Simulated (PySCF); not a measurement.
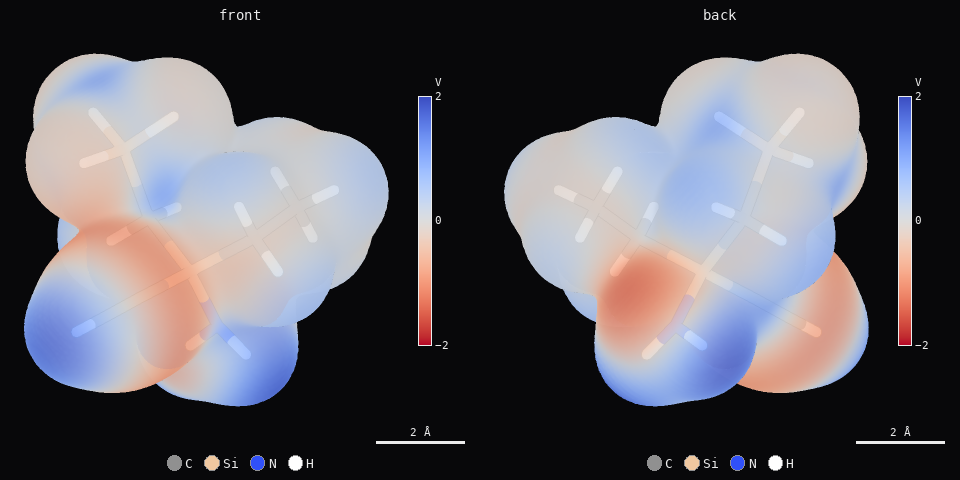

Figure. C$_{5}$H$_{13}$NSi$_{2}$. The electrostatic potential painted on the density surface at 0.002 e/bohr³, seen from the front and from behind; red is negative and blue positive.

Geometry: GFN2-xTB.

The calculation used PySCF, PBE0/pcSseg-1, SCF density, gas phase, non-relativistic.

Input file:

```
{"job": {"kind": "nmr", "xc": "PBE0", "basis": "pcSseg-1"}, "charge": 0, "multiplicity": 1}
C      1.102743    -0.506522     3.216543
C      0.544214    -0.497386     2.152037
Si    -0.354102    -0.502621     0.517231
N     -1.736052    -1.544294     0.458371
C      0.869170    -1.142026    -0.791935
C      0.326476    -1.038537    -2.211620
C     -0.982061     1.261036     0.184156
Si     0.368271     2.568112    -0.059223
H      1.601597    -0.507527     4.143622
H     -1.598064    -2.542023     0.466317
H     -2.550330    -1.306969     1.001424
H      1.122457    -2.181764    -0.580288
H      1.800158    -0.579085    -0.721966
H      1.035037    -1.446385    -2.931987
H      0.138288     0.000846    -2.472012
H     -0.608331    -1.586685    -2.303314
H     -1.616425     1.565913     1.016063
H     -1.624395     1.241622    -0.695399
H      1.204442     2.229164    -1.214824
H      1.206149     2.659955     1.138145
H     -0.258164     3.872119    -0.311813
```

Command:

```sh
OMP_NUM_THREADS=1 python probes_run.py task.json out
```

> Describe the electrostatic potential map.

The most negative region (about −1.2 V) lies over N4, the most positive (about +1.6 V) over H9, H10 and H11. N4 is the likeliest acceptor of a hydrogen bond.

> How polar is the molecule by this calculation?

Its dipole moment is 1.44 D.
